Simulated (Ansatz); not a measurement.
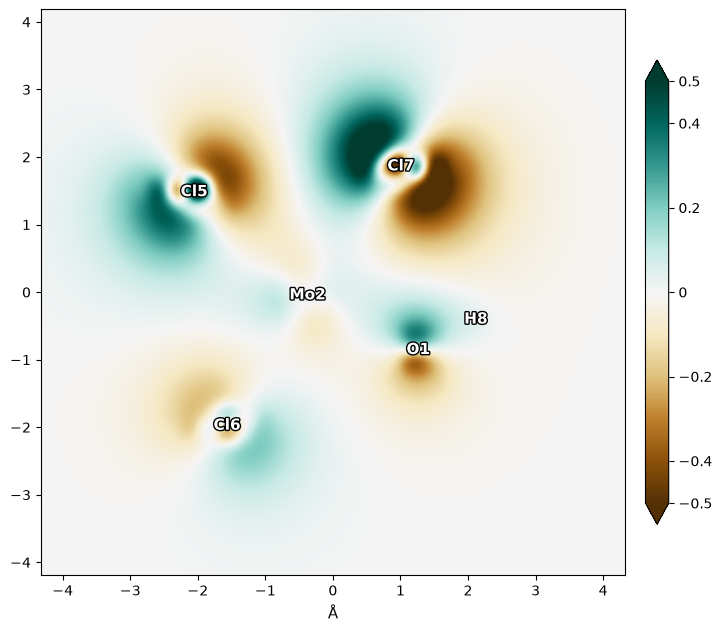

*Cl₅HMoO (SMILES [OH][Mo]([Cl])([Cl])([Cl])([Cl])[Cl]). The HOMO−1 on the plane of atoms O1, Mo2 and Cl5 (values in Å⁻³ᐟ²; the overall sign is arbitrary).*

Geometry: PBE0-D4/def2-TZVP; core potentials replace the inner electrons of Mo.

All numbers below come from Ansatz, RKS PBE0-D4/def2-TZVPP.

The calculation's input:

```
crystal:
  periodic: [false, false, false]
  atoms:
    - {symbol: O, position_ang: [-0.573303, -1.354346, 0.604677]}
    - {symbol: Mo, position_ang: [-0.046205, 0.294880, 0.005746]}
    - {symbol: Cl, position_ang: [1.346610, 0.626259, 1.787898]}
    - {symbol: Cl, position_ang: [-1.499820, 0.246604, -1.758175]}
    - {symbol: Cl, position_ang: [1.037498, 1.988034, -1.046314]}
    - {symbol: Cl, position_ang: [-1.625467, 1.453649, 1.148897]}
    - {symbol: Cl, position_ang: [1.528261, -1.056006, -1.112429]}
    - {symbol: H, position_ang: [-0.167585, -2.199085, 0.369700]}
basis:
  gaussian: {orbitals: def2-TZVPP}
hamiltonian: {xc: pbe0, dispersion: d4}
output: {orbitals: {seedname: orbitals}}
```

Command:

```sh
ansatz run in.yaml --threads 2 --pin off --events-out ev --progress --plain --max-ram 32768MiB --backend cuda --devices 0, --max-vram 18GiB
```

Describe this orbital and give its energy.

Answer. It lies mainly on Cl7 (about 60 %) and Cl5 (about 25 %). Its energy is −8.93 eV.
